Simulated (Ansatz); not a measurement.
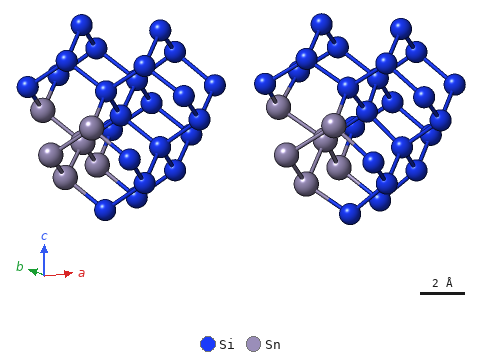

Two geometries of crystalline Si210Sn6 (a generated structure, set up in P1), drawn at one scale. One is the start of a relaxation, the other its converged end. A ball-and-stick model of the atoms within 5.0 Å of the atom that moves most (axes of the cell of the calculation (origin shifted)), seen slightly off an axis.

Theory: DFT, PBEsol, PAW, plane waves (Ansatz). Settings: plane-wave cutoff 420 eV; k-point mesh 1 × 1 × 1; mesh shifted by (0.5, 0.5, 0.5); no spin polarisation; cell relaxed at fixed shape; force threshold 0.03 eV/Å; at most 80 steps.

Question: Which geometry has the lower energy?

Answer: The right one is the relaxed one. The atom that moves furthest relative to the cell is a Si atom (0.35 Å along [1 −1 1]). By element the largest moves are Si 0.35 Å, Sn 0.30 Å. The volume changes by −0.2 %, with a = b = c 16.398 → 16.387 Å (−0.1 %). Among the contacts that change: Sn–Sn 2.352 → 2.680 Å, Sn–Sn 2.389 → 2.681 Å, Sn–Sn 2.431 → 2.695 Å, Sn–Sn 2.418 → 2.680 Å. Among the angles between lasting bonds that change: Sn–Sn–Sn 110.7° → 100.8°, Si–Si–Si 111.5° → 102.3°, Si–Si–Sn 112.3° → 103.9°. The space group stays P1 (No. 1). After 5 geometry steps the energy has fallen by 35.5 meV per atom. Largest force component: 4.2 eV/Å at the start, 0.0062 eV/Å at the end. Pressure: 0.46 GPa at the start and 0.00 GPa at the end.
